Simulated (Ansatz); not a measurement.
## Ge2H5F: geometry relaxation

- system: Ge2H5F
- method: RKS B3LYP/def2-SVP (Ansatz 0.2.0)

The input holds or restrains some coordinates. It belongs to a series of runs on one base structure; here: pulled along the bonds that form and break, towards end B.

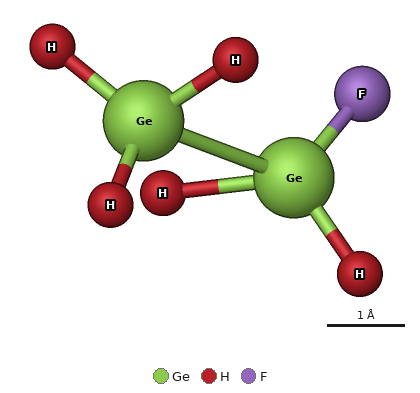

Figure 1. The starting structure (ball-and-stick view, seen at a tilt). Sticks mark near contacts.

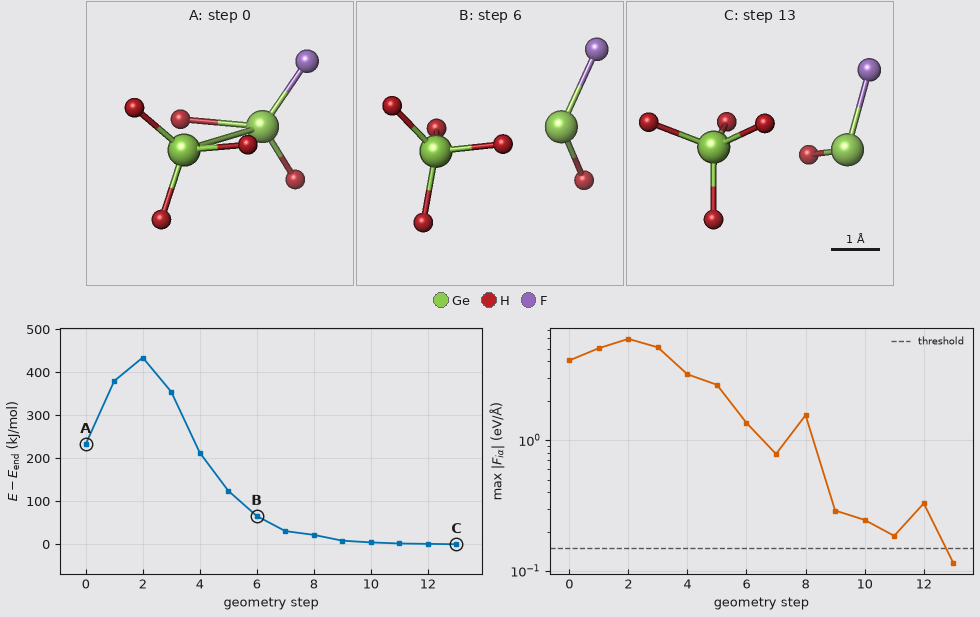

Figure 2. Frames of the restrained relaxation (ball-and-stick view, seen at a tilt) above the curves, on which the letters mark them (the first geometry is step 0 here and step 1 in the log).

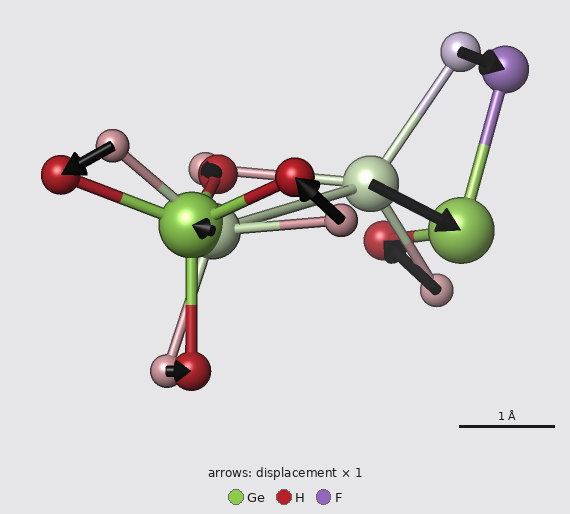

Figure 3. Start (faint) and end (solid) with the displacements as black arrows, at true length (ball-and-stick view, seen at a tilt). The two geometries are laid on each other by the best rigid fit. Ge1 moves most after the best rigid fit: 1.08 Å. Largest moves by element: Ge 1.08 Å, H 1.06 Å, F 0.59 Å. Distances before and after: Ge1–Ge2 2.600 → 3.603 Å, Ge1–H6 1.750 → 2.745 Å, Ge2–H6 2.125 → 1.550 Å, Ge1–F8 1.679 → 1.767 Å. New bonds form: Ge2–H6 (2.12 → 1.55 Å). Bonds break: Ge1–Ge2 (2.60 → 3.60 Å), Ge1–H6 (1.75 → 2.75 Å). Among the angles that change: H7–Ge1–F8 109.5° → 95.8°. The energy falls by 232.9 kJ/mol in 13 geometry steps. The largest force component goes from 4.1 to 0.12 eV/Å. (Atoms are counted from 1 in the order of the input.)

The input and output of the run follow.

## The input
```yaml
crystal:
  periodic: [false, false, false]
  atoms:
    - { symbol: Ge, position_ang: [0.0, 0.0, 0.0] }
    - { symbol: Ge, position_ang: [1.4273, 0.0, 2.1732] }
    - { symbol: H, position_ang: [0.0314, -0.4318, 2.6906] }
    - { symbol: H, position_ang: [2.4991, -0.9929, 2.6906] }
    - { symbol: H, position_ang: [1.7512, 1.4247, 2.6906] }
    - { symbol: H, position_ang: [1.7485, 0.0, 0.0731] }
    - { symbol: H, position_ang: [-0.73, 1.2648, -0.5162] }
    - { symbol: F, position_ang: [-0.7913, -1.3709, -0.5594] }
basis:
  gaussian: { orbitals: def2-SVP }
hamiltonian:
  xc: b3lyp
relax:
  f_tol: 0.15
  max_steps: 25
  restrain:
    - { distance: [1, 5], at: 1.55, k: 30.0 }
    - { distance: [0, 1], at: 3.6, k: 30.0 }
    - { distance: [0, 5], at: 2.75, k: 30.0 }
```

Launched with:
```bash
ansatz run input.yaml --threads 2 --pin off --max-ram 3072MiB --backend cpu --events-out ev --progress --plain --runs-dir out
```

## The program's output
```
The last accepted step is kept in [file] (removed where the run ends without a failure and the disk answers)
Engine: ansatz 0.2.0, aarch64-unknown-linux-gnu
Functional definition: B3LYP
  parameter a0 = 0.2
  parameter ax = 0.72
  parameter ac = 0.81
  exchange = (1 - a0 - ax)*slater_x + ax*b88_x + a0*exact_x
  correlation = (1 - ac)*vwn_rpa_c + ac*lyp_c
1097 factors; integrals over basis functions are off by at most 3.4e-4 eV
mean field evaluation 1: about -115816.1514 eV, gradient 3.7e1 eV
mean field evaluation 2: about -115812.4043 eV, gradient 6.3e1 eV
mean field evaluation 4: about -115818.1819 eV, gradient 2.3e0 eV
mean field evaluation 8: about -115818.2016 eV, gradient 4.6e-2 eV
mean field evaluation 16: about -115818.2016 eV, gradient 2.1e-5 eV
mean field -115818.20162268 eV, -4256.2404052367 hartree, gradient 2.1e-5 eV, S^2 0.000000; 0 other end points of the search recorded, 0 dependent functions left out
the calculation of the forces begins
reference -115818.20187187 eV, -4256.2404143945 hartree; 39, 39 occupied and 64, 64 virtual orbitals, 1097 factors
relax step   1: F+E_penalty+E_count = -115818.20162268 eV  Δ(F+E_penalty+E_count) = +0.000e0 eV  max|allowed force component| = 4.067e0 eV/Å  E_restraint = 34.95038895 eV  max|allowed force component, restraints' pulls added| = 4.238e1 eV/Å  Δτ_max = 0.0000 Å  (27 SCF iters, accepted)
  distance Ge 1 - H 5 = 2.1245 Å
  distance Ge 0 - Ge 1 = 2.6000 Å
  distance Ge 0 - H 5 = 1.7500 Å
these checks for a lower state are left out or cut short: starts, cluster_reference, orbital_swaps, neighbouring_geometries, increment
1097 factors; integrals over basis functions are off by at most 4.4e-4 eV
mean field -115816.67890418 eV, -4256.1844463640 hartree, gradient 1.1e-5 eV, S^2 0.000000; 0 other end points of the search recorded, 0 dependent functions left out
[... from here on the field's lines of each further geometry are left out, up to the last ...]
relax step   2: F+E_penalty+E_count = -115816.67890418 eV  Δ(F+E_penalty+E_count) = +1.523e0 eV  max|allowed force component| = 5.042e0 eV/Å  E_restraint = 20.19199656 eV  max|allowed force component, restraints' pulls added| = 2.930e1 eV/Å  Δτ_max = 0.1982 Å  (39 SCF iters, accepted)
relax step   3: F+E_penalty+E_count = -115816.11353001 eV  Δ(F+E_penalty+E_count) = +5.654e-1 eV  max|allowed force component| = 5.945e0 eV/Å  E_restraint = 9.17678875 eV  max|allowed force component, restraints' pulls added| = 1.839e1 eV/Å  Δτ_max = 0.1949 Å  (44 SCF iters, accepted)
relax step   4: F+E_penalty+E_count = -115816.93966888 eV  Δ(F+E_penalty+E_count) = -8.261e-1 eV  max|allowed force component| = 5.122e0 eV/Å  E_restraint = 2.57896209 eV  max|allowed force component, restraints' pulls added| = 9.177e0 eV/Å  Δτ_max = 0.1938 Å  (32 SCF iters, accepted)
relax step   5: F+E_penalty+E_count = -115818.40729874 eV  Δ(F+E_penalty+E_count) = -1.468e0 eV  max|allowed force component| = 3.187e0 eV/Å  E_restraint = 0.33611356 eV  max|allowed force component, restraints' pulls added| = 2.411e0 eV/Å  Δτ_max = 0.1974 Å  (30 SCF iters, accepted)
relax step   6: F+E_penalty+E_count = -115819.32659945 eV  Δ(F+E_penalty+E_count) = -9.193e-1 eV  max|allowed force component| = 2.649e0 eV/Å  E_restraint = 0.07878773 eV  max|allowed force component, restraints' pulls added| = 1.998e0 eV/Å  Δτ_max = 0.1946 Å  (31 SCF iters, accepted)
relax step   7: F+E_penalty+E_count = -115819.93498925 eV  Δ(F+E_penalty+E_count) = -6.084e-1 eV  max|allowed force component| = 1.354e0 eV/Å  E_restraint = 0.05581011 eV  max|allowed force component, restraints' pulls added| = 1.497e0 eV/Å  Δτ_max = 0.1949 Å  (31 SCF iters, accepted)
relax step   8: F+E_penalty+E_count = -115820.29907221 eV  Δ(F+E_penalty+E_count) = -3.641e-1 eV  max|allowed force component| = 7.838e-1 eV/Å  E_restraint = 0.01311294 eV  max|allowed force component, restraints' pulls added| = 9.602e-1 eV/Å  Δτ_max = 0.1935 Å  (31 SCF iters, accepted)
relax step   9: F+E_penalty+E_count = -115820.39034438 eV  Δ(F+E_penalty+E_count) = -9.127e-2 eV  max|allowed force component| = 1.552e0 eV/Å  E_restraint = 0.00611539 eV  max|allowed force component, restraints' pulls added| = 1.207e0 eV/Å  Δτ_max = 0.1923 Å  (31 SCF iters, accepted)
relax step  10: F+E_penalty+E_count = -115820.53009553 eV  Δ(F+E_penalty+E_count) = -1.398e-1 eV  max|allowed force component| = 2.897e-1 eV/Å  E_restraint = 0.00080823 eV  max|allowed force component, restraints' pulls added| = 1.641e-1 eV/Å  Δτ_max = 0.2000 Å  (28 SCF iters, accepted)
relax step  11: F+E_penalty+E_count = -115820.57173970 eV  Δ(F+E_penalty+E_count) = -4.164e-2 eV  max|allowed force component| = 2.455e-1 eV/Å  E_restraint = 0.00055092 eV  max|allowed force component, restraints' pulls added| = 1.524e-1 eV/Å  Δτ_max = 0.1997 Å  (31 SCF iters, accepted)
relax step  12: F+E_penalty+E_count = -115820.59823826 eV  Δ(F+E_penalty+E_count) = -2.650e-2 eV  max|allowed force component| = 1.854e-1 eV/Å  E_restraint = 0.00038950 eV  max|allowed force component, restraints' pulls added| = 1.294e-1 eV/Å  Δτ_max = 0.1969 Å  (29 SCF iters, accepted)
relax step  13: F+E_penalty+E_count = -115820.60772068 eV  Δ(F+E_penalty+E_count) = -9.482e-3 eV  max|allowed force component| = 3.287e-1 eV/Å  E_restraint = 0.00039110 eV  max|allowed force component, restraints' pulls added| = 2.761e-1 eV/Å  Δτ_max = 0.1965 Å  (29 SCF iters, accepted)
the calculation of the forces begins
reference -115820.61596127 eV, -4256.3291305435 hartree; 39, 39 occupied and 64, 64 virtual orbitals, 1097 factors
relax step  14: F+E_penalty+E_count = -115820.61569322 eV  Δ(F+E_penalty+E_count) = -7.973e-3 eV  max|allowed force component| = 1.152e-1 eV/Å  E_restraint = 0.00048783 eV  max|allowed force component, restraints' pulls added| = 2.641e-2 eV/Å  Δτ_max = 0.0873 Å  (28 SCF iters, accepted)
  distance Ge 1 - H 5 = 1.5498 Å
  distance Ge 0 - Ge 1 = 3.6034 Å
  distance Ge 0 - H 5 = 2.7454 Å
1097 factors; integrals over basis functions are off by at most 9.8e-4 eV
mean field -115820.61569322 eV, -4256.3291206930 hartree, gradient 1.8e-5 eV, S^2 0.000000; 1 other end points of the search recorded, 0 dependent functions left out
the calculation of the forces begins
reference -115820.61596127 eV, -4256.3291305435 hartree; 39, 39 occupied and 64, 64 virtual orbitals, 1097 factors
Total energy: -115820.61596127 eV, -4256.3291305435 hartree
Atom 0 at    -1.026972     0.416137    -0.049403 Å, force     0.051994    -0.001667    -0.024562 eV/Å
Atom 1 at     1.673136    -0.077647     2.285076 Å, force     0.057732    -0.022435     0.084973 eV/Å
Atom 2 at     0.602386    -0.958233     2.947794 Å, force    -0.001202    -0.006568    -0.008954 eV/Å
Atom 3 at     3.078323    -0.585853     2.654522 Å, force     0.010352     0.007518    -0.009949 eV/Å
Atom 4 at     1.501595     1.386656     2.722681 Å, force    -0.003742     0.007677    -0.005836 eV/Å
Atom 5 at     1.538520    -0.155979     0.743147 Å, force    -0.115241     0.024023    -0.041805 eV/Å
Atom 6 at    -0.150768     1.033540    -1.263271 Å, force    -0.004731    -0.025049     0.008082 eV/Å
Atom 7 at    -1.280020    -1.164722    -0.798046 Å, force     0.004837     0.016501    -0.001949 eV/Å
Dipole moment:     0.140361     0.296417     0.304571 e Å
```

## Trajectory as extended XYZ (Å, eV, eV/Å), 13 of the 14 frames kept, from step=1 to step=14
```
8
Properties=species:S:1:pos:R:3:forces:R:3 step=1 energy=-115818.20162
Ge    0.0000    0.0000    0.0000    4.0666   2.7687   1.6456
Ge    1.4273    0.0000    2.1732   -2.7831   0.0007   1.5058
H     0.0314   -0.4318    2.6906    0.4661  -0.1987   1.6939
H     2.4991   -0.9929    2.6906   -0.0468  -0.0084  -0.7830
H     1.7512    1.4247    2.6906   -0.0420  -0.0991  -0.3200
H     1.7485    0.0000    0.0731   -1.3720  -0.1268  -2.9901
H    -0.7300    1.2648   -0.5162    0.4658  -0.2939  -0.0602
F    -0.7913   -1.3709   -0.5594   -0.7546  -2.0424  -0.6919
8
Properties=species:S:1:pos:R:3:forces:R:3 step=2 energy=-115816.67890
Ge   -0.1663    0.0261   -0.1045    5.0425   2.2808   4.5933
Ge    1.4954    0.0000    2.2023   -4.1878   0.0984   0.1459
H     0.0401   -0.4317    2.7005    1.2166  -0.0151   1.1132
H     2.5036   -0.9968    2.6877    0.6742  -0.5177  -0.4671
H     1.7523    1.4264    2.6896    0.1641   0.1677  -0.2819
H     1.8571   -0.0006    0.1636   -1.3826   0.0178  -2.0399
H    -0.7364    1.2736   -0.5234   -0.2811   1.5978  -1.4041
F    -0.8095   -1.4032   -0.5732   -1.2458  -3.6296  -1.6593
8
Properties=species:S:1:pos:R:3:forces:R:3 step=3 energy=-115816.11353
Ge   -0.3365    0.0487   -0.1968    3.7075   0.0760   5.9450
Ge    1.5677   -0.0015    2.2057   -1.0089   0.1886  -2.5804
H     0.0579   -0.4304    2.7057    1.3725   0.2258  -0.5618
H     2.5158   -1.0052    2.6853    1.2759  -1.0593   1.0046
H     1.7554    1.4293    2.6866    0.2237   0.4092   0.1199
H     1.9451   -0.0041    0.2992    0.3345   0.1129   3.1273
H    -0.7460    1.3025   -0.5477   -3.0045   5.0382  -3.7731
F    -0.8232   -1.4454   -0.5954   -2.9007  -4.9915  -3.2815
8
Properties=species:S:1:pos:R:3:forces:R:3 step=4 energy=-115816.93967
Ge   -0.4769    0.0512   -0.2562    3.9517  -0.5268   5.1221
Ge    1.6857   -0.0018    2.1844   -2.7980   0.7257  -2.2198
H     0.0771   -0.4253    2.6845    2.0147   0.3448  -0.7460
H     2.5364   -1.0220    2.7089    1.7302  -1.5129   1.3196
H     1.7591    1.4353    2.6908    0.4178   0.2739   0.1693
H     2.0181   -0.0051    0.4788   -0.1624   0.0737   2.3913
H    -0.7954    1.3732   -0.6042   -2.7434   4.2008  -3.2939
F    -0.8679   -1.5116   -0.6445   -2.4106  -3.5792  -2.7426
8
Properties=species:S:1:pos:R:3:forces:R:3 step=5 energy=-115818.40730
Ge   -0.5675    0.0647   -0.3289    2.3007  -2.0704   3.1874
Ge    1.7399    0.0070    2.2507   -1.8651  -0.2051  -1.1286
H     0.2062   -0.4081    2.6650    1.2778   0.1976  -0.4993
H     2.6127   -1.0772    2.7683    0.8954  -0.4338   0.8092
H     1.7946    1.4517    2.7089    0.5045   0.3496   0.3554
H     2.0134   -0.0011    0.6704   -0.1539   0.0476   1.0208
H    -0.8981    1.4826   -0.7323   -1.8200   1.9114  -2.3045
F    -0.9650   -1.6257   -0.7595   -1.1394   0.2032  -1.4404
8
Properties=species:S:1:pos:R:3:forces:R:3 step=6 energy=-115819.32660
Ge   -0.5918    0.0000   -0.3188    1.6324   1.2656   2.6491
Ge    1.7706   -0.0026    2.3270   -0.8096  -0.0209  -0.9050
H     0.2997   -0.4034    2.6607    0.3705  -0.0457  -0.0910
H     2.6885   -1.0916    2.8322    0.5355  -0.0436   0.5948
H     1.8555    1.4657    2.7480    0.4505   0.0941   0.3702
H     1.9821    0.0028    0.7729    0.0153  -0.0129   0.4956
H    -1.0102    1.4709   -0.8910   -0.9246  -0.1351  -1.3591
F    -1.0581   -1.5478   -0.8885   -1.2700  -1.1015  -1.7546
8
Properties=species:S:1:pos:R:3:forces:R:3 step=7 energy=-115819.93499
Ge   -0.5958    0.0212   -0.2391   -0.3670  -0.6255   0.2053
Ge    1.7958   -0.0042    2.3842   -0.0804   0.0350  -1.0688
H     0.3561   -0.4093    2.6839   -0.1515  -0.1614   0.1263
H     2.7515   -1.0804    2.8936    0.3067   0.1454   0.4067
H     1.9179    1.4711    2.7960    0.3598  -0.0364   0.3013
H     1.9580   -0.0036    0.8094    0.0788  -0.0162   0.6304
H    -1.0909    1.4121   -1.0324   -0.2069  -0.6952  -0.5030
F    -1.1565   -1.5130   -1.0531    0.0604   1.3543  -0.0981
8
Properties=species:S:1:pos:R:3:forces:R:3 step=9 energy=-115820.39034
Ge   -0.9020    0.0764   -0.0477   -0.4687   0.1870  -1.5518
Ge    1.7836   -0.0360    2.3640    0.0536  -0.0558   0.3927
H     0.4138   -0.5526    2.8962    0.3449   0.0953  -0.0551
H     2.9404   -0.9412    2.9226   -0.3107   0.3193  -0.2684
H     1.9860    1.4501    2.8076   -0.0207  -0.3656  -0.1295
H     1.7212   -0.0813    0.8051    0.1284  -0.0257   0.1884
H    -0.9407    1.2730   -1.3012    0.1359  -0.6825   0.8448
F    -1.0660   -1.2945   -1.2040    0.1373   0.5280   0.5789
8
Properties=species:S:1:pos:R:3:forces:R:3 step=10 energy=-115820.53010
Ge   -0.9225    0.1921   -0.0578   -0.2897   0.1471  -0.2637
Ge    1.7378   -0.0572    2.3654    0.1105  -0.0028   0.0218
H     0.4548   -0.6788    2.9382    0.0723  -0.0059   0.0561
H     2.9923   -0.8274    2.8184   -0.0059  -0.0126   0.0251
H     1.8618    1.4242    2.7692   -0.0473  -0.0148   0.0072
H     1.6634   -0.1228    0.8195    0.0073  -0.0028  -0.0428
H    -0.7567    1.1988   -1.3263    0.1129   0.0184   0.1395
F    -1.0947   -1.2350   -1.0841    0.0398  -0.1267   0.0568
8
Properties=species:S:1:pos:R:3:forces:R:3 step=11 energy=-115820.57174
Ge   -0.9832    0.2508   -0.0343   -0.1309   0.0591  -0.2455
Ge    1.7166   -0.0621    2.3350    0.0868   0.0139   0.0486
H     0.4828   -0.7536    2.9316    0.0358  -0.0209   0.0514
H     3.0146   -0.7732    2.7597   -0.0040  -0.0205  -0.0105
H     1.7721    1.4156    2.7617   -0.0410   0.0019  -0.0017
H     1.6131   -0.1116    0.7895   -0.0274   0.0021  -0.0528
H    -0.5611    1.1610   -1.3134    0.0676   0.0095   0.1263
F    -1.1188   -1.2329   -0.9872    0.0130  -0.0450   0.0842
8
Properties=species:S:1:pos:R:3:forces:R:3 step=12 energy=-115820.59824
Ge   -1.0261    0.3020   -0.0263   -0.0046   0.0223  -0.1854
Ge    1.6952   -0.0642    2.3083    0.0878   0.0157   0.0464
H     0.5131   -0.8224    2.9263    0.0087  -0.0255   0.0444
H     3.0329   -0.7141    2.7058   -0.0033  -0.0213  -0.0213
H     1.6838    1.4095    2.7480   -0.0377   0.0132   0.0023
H     1.5727   -0.1086    0.7635   -0.0656   0.0082  -0.0480
H    -0.3740    1.1153   -1.2722    0.0183  -0.0109   0.0986
F    -1.1614   -1.2237   -0.9109   -0.0036  -0.0016   0.0630
8
Properties=species:S:1:pos:R:3:forces:R:3 step=13 energy=-115820.60772
Ge   -1.0550    0.3540   -0.0282    0.1927  -0.0011  -0.3287
Ge    1.6733   -0.0651    2.2890    0.1069  -0.0407   0.0703
H     0.5526   -0.8950    2.9380    0.0369   0.0147  -0.0020
H     3.0551   -0.6484    2.6456   -0.0398   0.0107  -0.0008
H     1.5865    1.4049    2.7317   -0.0241   0.0062   0.0189
H     1.5386   -0.1139    0.7467   -0.1296   0.0091  -0.0588
H    -0.1893    1.0638   -1.2292   -0.1455  -0.1147   0.2171
F    -1.2256   -1.2064   -0.8510    0.0025   0.1159   0.0839
8
Properties=species:S:1:pos:R:3:forces:R:3 step=14 energy=-115820.61569
Ge   -1.0270    0.4161   -0.0494    0.0520  -0.0017  -0.0246
Ge    1.6731   -0.0776    2.2851    0.0577  -0.0224   0.0850
H     0.6024   -0.9582    2.9478   -0.0012  -0.0066  -0.0090
H     3.0783   -0.5859    2.6545    0.0104   0.0075  -0.0099
H     1.5016    1.3867    2.7227   -0.0037   0.0077  -0.0058
H     1.5385   -0.1560    0.7431   -0.1152   0.0240  -0.0418
H    -0.1508    1.0335   -1.2633   -0.0047  -0.0250   0.0081
F    -1.2800   -1.1647   -0.7980    0.0048   0.0165  -0.0019
```

## Results in brief

| quantity | value |
| --- | --- |
| outcome | converged under the restraints of the input |
| total energy | −115820.6160 eV |
| mean-field energy | −115820.6160 eV |
| largest force (length of the vector) at the end, held atoms and coordinates included | 0.125 eV/Å |
| hardware | 2 threads of Arm Neoverse V2, 24 GiB of memory available, shared host |
| wall time | 34 s (CPU time 65 s) |
| peak memory | 0.24 GiB |
